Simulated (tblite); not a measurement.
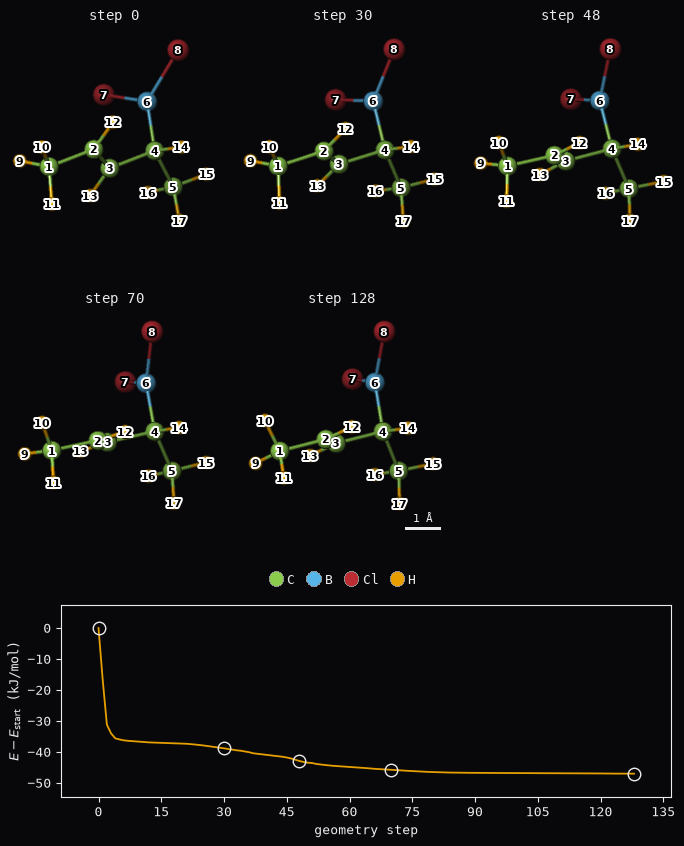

Frames of a relaxation of C$_{5}$H$_{9}$BCl$_{2}$, marked on the history of the run. A ball-and-stick model, seen from a free direction.

Level of theory: GFN2-xTB geometry optimisation, gas phase (tblite). 

### What happens along the run?

The energy falls by 47.0 kJ/mol in 128 geometry steps. The atom that moves furthest after the best rigid fit is H13 (0.76 Å). By element the largest moves are H 0.76 Å, Cl 0.67 Å, C 0.25 Å, B 0.10 Å. Some distances before and after: B6–Cl7 1.848 → 1.716 Å, B6–Cl8 1.834 → 1.720 Å, C5–H16 1.118 → 1.087 Å, C1–H9 1.111 → 1.087 Å. Bond angles that change, for instance: C3–C4–B6 111.0° → 104.5°, C1–C2–C3 120.0° → 124.6°, C5–C4–B6 110.3° → 114.9°. Groups turn about C1–C2 by about 60°, C3–C4 by about 30°, C4–B6 by about 25°. From step 0 to 30: Cl8 moves most (0.34 Å), energy −38.8 kJ/mol. From step 30 to 48: H12 moves most (0.46 Å), energy −4.08 kJ/mol. From step 48 to 70: Cl7 moves most (0.33 Å), energy −2.84 kJ/mol. From step 70 to 128: H9 moves most (0.28 Å), energy −1.25 kJ/mol.
